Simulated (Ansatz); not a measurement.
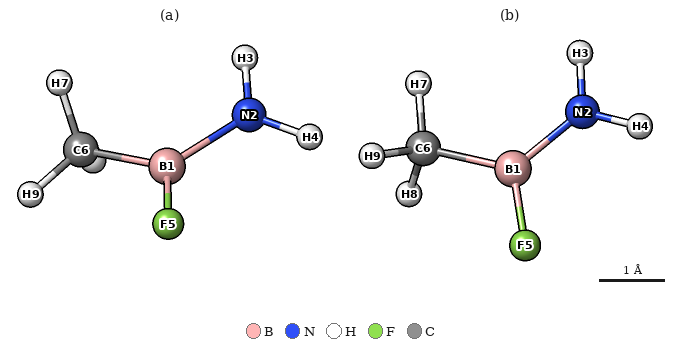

The structure of CH₅BFN before (left) and after (right) a relaxation, at one scale.

A ball-and-stick model, seen from a free direction.

The run prepares the start of a later molecular dynamics calculation, from a guessed geometry.

Theory: RKS B3LYP/6-31G* in Ansatz 0.2.0. Settings: no spin polarisation; force threshold 0.02 eV/Å; at most 40 steps.

Q: Summarise the run.

A: H9 moves most after the best rigid fit: 0.72 Å. By element the largest moves are H 0.72 Å, F 0.70 Å, B 0.21 Å, N 0.18 Å, C 0.04 Å. Some distances before and after: B1–N2 1.550 → 1.404 Å, N2–H3 1.060 → 1.009 Å, B1–F5 1.320 → 1.352 Å, B1–C6 1.600 → 1.577 Å. Bond angles that change, for instance: H3–N2–H4 120.0° → 114.3°, B1–C6–H7 109.5° → 113.7°, N2–B1–C6 120.0° → 123.8°. Groups turn about B1–C6 by about 60°. Over 14 accepted moves (18 points after the start) the energy falls by 13.9 kcal/mol. Largest force component: 3.6 eV/Å at the start, 0.0047 eV/Å at the end. The line search rejected the trial steps at points 3, 6, 9, 13 of the run. The run took 52 s on 1 thread of Arm Neoverse V1 (shared host), peak memory 0.16 GiB.
